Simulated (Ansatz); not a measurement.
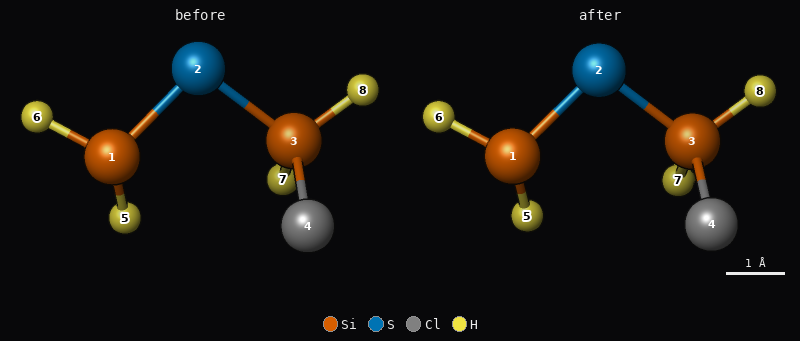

The structure of Si$_{2}$H$_{4}$SCl (multiplicity 2) before (left) and after (right) a relaxation, at one scale.

The picture is a ball-and-stick view, seen face on.

The start comes from PBE-D4/def2-SVP.

These are results of UKS PBE0-D4/def2-TZVP in Ansatz, not measurements.

Input
```yaml
crystal:
  periodic: [false, false, false]
  atoms:
    - {symbol: Si, position_ang: [-0.854571, 1.651566, 0.170128]}
    - {symbol: S, position_ang: [1.026121, 0.744092, 0.769780]}
    - {symbol: Si, position_ang: [0.638909, -1.259661, 0.084407]}
    - {symbol: Cl, position_ang: [-1.152538, -1.986222, 0.865543]}
    - {symbol: H, position_ang: [-1.296693, 1.077979, -1.158253]}
    - {symbol: H, position_ang: [-0.560170, 3.124845, 0.042023]}
    - {symbol: H, position_ang: [0.515914, -1.308813, -1.408566]}
    - {symbol: H, position_ang: [1.775228, -2.100885, 0.579139]}
basis:
  gaussian: {orbitals: def2-TZVP}
magnetization: {spin_polarized: true, initial_magnetization: 1}
hamiltonian: {xc: pbe0, dispersion: d4}
relax: {f_tol: 0.005, max_steps: 150}
```

Q: Describe what moved and what it gained.

A: The atom that moves furthest after the best rigid fit is H7 (0.10 Å). By element the largest moves are H 0.10 Å, S 0.08 Å, Cl 0.07 Å, Si 0.04 Å. Some distances before and after: Si1–S2 2.173 → 2.140 Å, Si3–Cl4 2.085 → 2.053 Å, S2–Si3 2.153 → 2.122 Å, Si1–H5 1.513 → 1.491 Å. The energy falls by 0.94 kcal/mol in 9 accepted moves (10 points after the start). The largest force component goes from 0.49 to 0.0022 eV/Å. The line search rejected the trial step at point 6 of the run.
